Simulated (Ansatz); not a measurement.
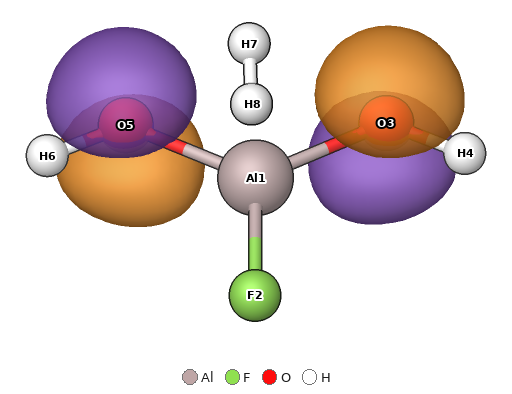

AlFH2O2···H2. The HOMO at ±0.15 Å⁻³ᐟ² (orange and purple are the two phases), seen from one side.

The calculation used RKS PBE0-D4/def2-SVP (Ansatz).

```
atom    x (Å)    y (Å)    z (Å)
  Al  -0.0208  -0.3117   0.0080
   F   0.0534  -0.7629   1.6131
   O   1.3806  -0.2388  -0.9323
   H   2.2654  -0.4290  -0.6211
   O  -1.5085  -0.1595  -0.7783
   H  -2.3628  -0.2787  -0.3633
   H   0.0367   1.8970   0.5195
   H   0.0919   1.5679   1.2092
```

Describe this orbital and give its energy.

Its weight (Hirshfeld) is mainly on O3 (about 45 %) and O5 (about 45 %); largely a combination of lone pairs on O3 and O5. Its energy is −8.75 eV.
